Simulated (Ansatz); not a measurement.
# GeAsH3 (triplet): the correlation ladder, cc-pVDZ

How much of the correlation energy of GeAsH3 (triplet) does each wave-function method recover here?

Program: Ansatz 0.2.0, Gaussian basis. Level of theory: cc-pVDZ, core rule «outside noble gas», up to 28 orbitals frozen. These are calculated values, not measurements.

The runs, in order: UHF; CCSD(T) on ROHF; CCSD(T) on UHF; BCCD(T) on ROHF; CISD; CCSDT(Q) on ROHF; CCSDT(Q) on UHF; CASSCF and NEVPT2, 12 electrons in 11 orbitals.

24 further runs of the same task are left out: 11 that didn't finish, 13 set aside as unsound or not needed.

**1. The geometry**

The geometry is a PBE0/def2-TZVP stationary point (not a proven minimum). No spin-orbit coupling is included. The filled d shell of Ge, As may be among the frozen orbitals whatever the setting's name suggests; the logs give the count.

5 atoms, charge 0, spin multiplicity 3.

Atoms are counted from 1 here; the program's logs count them from 0.

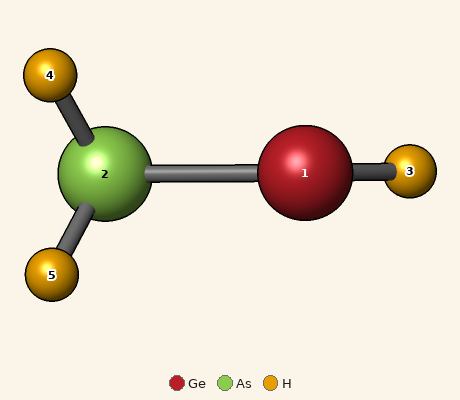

The structure; germanium red, arsenic green, hydrogen amber; atoms are numbered from 1 in the order of the file.

**2. UHF**

The input, in.yaml:

```yaml
crystal:
  periodic: [false, false, false]
  atoms:
    - {symbol: Ge, position_ang: [0.000000, 0.064628, 1.230152]}
    - {symbol: As, position_ang: [0.000000, -0.070415, -1.180173]}
    - {symbol: H, position_ang: [0.000000, -1.317769, 1.946080]}
    - {symbol: H, position_ang: [1.101747, 0.947133, -1.438211]}
    - {symbol: H, position_ang: [-1.101747, 0.947133, -1.438211]}
basis:
  gaussian: {orbitals: cc-pVDZ}
magnetization: {spin_polarized: true, initial_magnetization: 2}
hamiltonian: {xc: hf}
output: {orbitals: {seedname: orbitals}}
```

Run with:

```
ansatz run in.yaml --threads 1 --pin off --events-out ev --progress --plain --max-ram 2393MiB
```

The runs that follow: CCSD(T) on ROHF; CCSD(T) on UHF; BCCD(T) on ROHF; CISD; CCSDT(Q) on ROHF; CCSDT(Q) on UHF; CASSCF and NEVPT2, 12 electrons in 11 orbitals.

Q: Predict the results of all the runs planned. Wanted: UCCSDT(Q) below the RHF energy; RMP2 from UCCSDT(Q); UMP2 from UCCSDT(Q); RCCSD from UCCSDT(Q); RCCSD(T) from UCCSDT(Q); UCCSD(T) from UCCSDT(Q); RCCSDT(Q) from UCCSDT(Q); NEVPT2 valence from UCCSDT(Q); T1 diagnostic.

As calculated:

```
                         quantity                                value
   UCCSDT(Q) below the RHF energy                           -6.1208 eV
              RMP2 from UCCSDT(Q)                      +29.10 kcal/mol
              UMP2 from UCCSDT(Q)                      +28.83 kcal/mol
             RCCSD from UCCSDT(Q)                       +5.21 kcal/mol
          RCCSD(T) from UCCSDT(Q)                       +1.18 kcal/mol
          UCCSD(T) from UCCSDT(Q)                       +0.97 kcal/mol
         RCCSDT(Q) from UCCSDT(Q)                       +0.21 kcal/mol
    NEVPT2 valence from UCCSDT(Q)                      +23.88 kcal/mol
levels within 1 kcal/mol (43 meV)  UCCSD(T), RCCSDT, UCCSDT, RCCSDT(Q)
                    T1 diagnostic                                0.027
   effectively unpaired electrons                                 2.03
```

RCCSD(T) misses by +1.18 kcal/mol, 0.8 % of the correlation energy. One determinant dominates. These misses are within one basis, not against nature; the frozen cores of restricted and unrestricted runs differ, which can shift their rows.
